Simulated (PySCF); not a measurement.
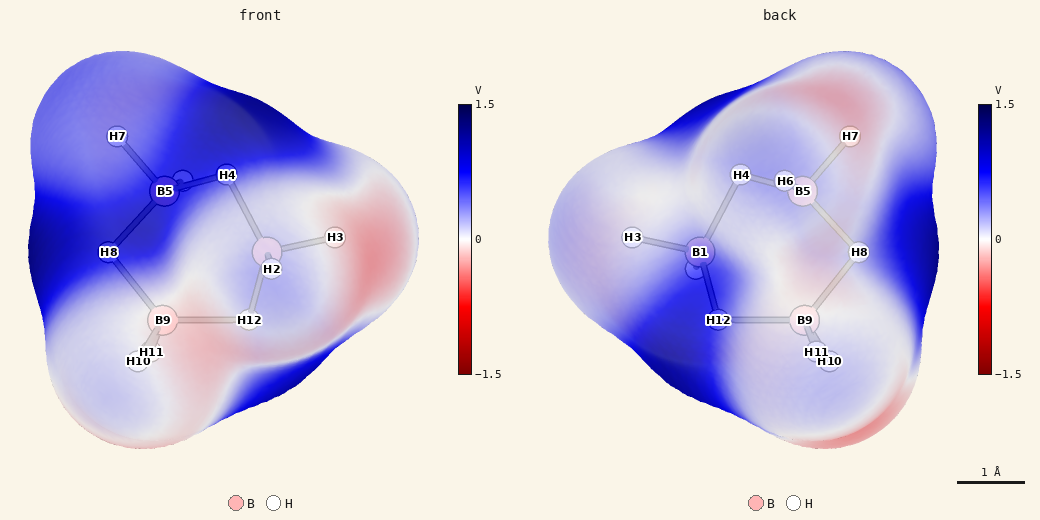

The picture shows: B3H9 ((H2B-mu-H)3). The molecular electrostatic potential painted on the density surface at 0.002 e/bohr³, seen from the front and from behind; red is negative and blue positive.

Geometry: PBE0-D3(BJ)/def2-SVP.

Level of theory: PBE0/pcSseg-1, SCF density, gas phase, non-relativistic (PySCF 2.14.0).

The calculation's input:

```
{"job": {"kind": "nmr", "xc": "PBE0", "basis": "pcSseg-1"}, "charge": 0, "multiplicity": 1}
B      0.101342     0.758414    -0.847485
H      1.188135     1.245705    -1.014271
H     -0.794365     1.069333    -1.595346
H     -0.217979     1.320292     0.305456
B     -0.566617     0.238174     0.933294
H     -1.689631    -0.145120     0.766684
H     -0.308687     0.761278     1.995880
H      0.390076    -0.614961     1.146951
B      0.490855    -1.039963    -0.103305
H      1.691465    -1.130696    -0.108569
H     -0.164136    -2.044094    -0.234766
H     -0.004988    -0.501102    -1.193522
```

Command:

```sh
OMP_NUM_THREADS=1 python probes_run.py task.json out
```

Question: Which sites attract a positive test charge, and which a negative one?

Answer: A positive charge is drawn to the negative regions and a negative charge to the positive ones. The most negative region (about −0.3 V) lies over H2, the most positive (about +1.2 V) over H4 and H8.
